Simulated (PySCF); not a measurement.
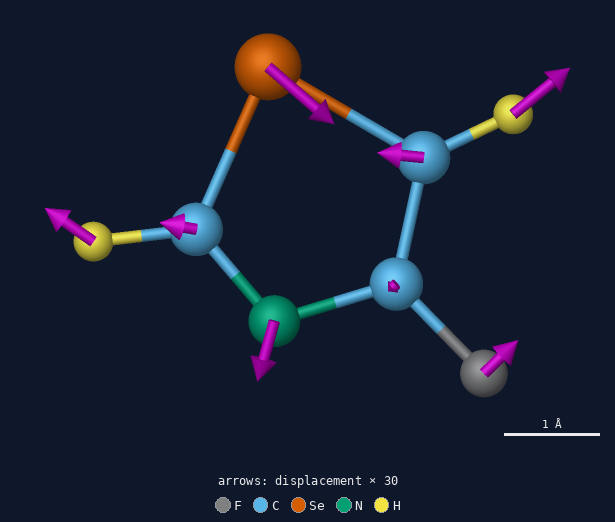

This is a relaxation of C₃H₂FNSe. The starting structure is drawn; purple arrows show the displacements, magnified 30 times. The two geometries are superimposed by the best rigid fit.

The picture is a ball-and-stick view, seen face on.

The start comes from GFN2-xTB. Its atoms were then displaced at random by about 0.01 Å.

The calculation used PySCF, PBE0-D3(BJ)/def2-SVP geometry optimisation, gas phase. 

Question: What did the optimiser do to the structure, and how much energy did it gain?

Answer: The Se atom moves most after the best rigid fit: 0.031 Å. By element the largest moves are Se 0.031 Å, H 0.026 Å, N 0.022 Å, F 0.017 Å, C 0.017 Å. Among the contacts that change: C–Se 1.896 → 1.851 Å, C–H 1.048 → 1.088 Å, C–N 1.270 → 1.293 Å, C–N 1.343 → 1.352 Å. Over 7 geometry steps the energy falls by 6.90 kJ/mol.
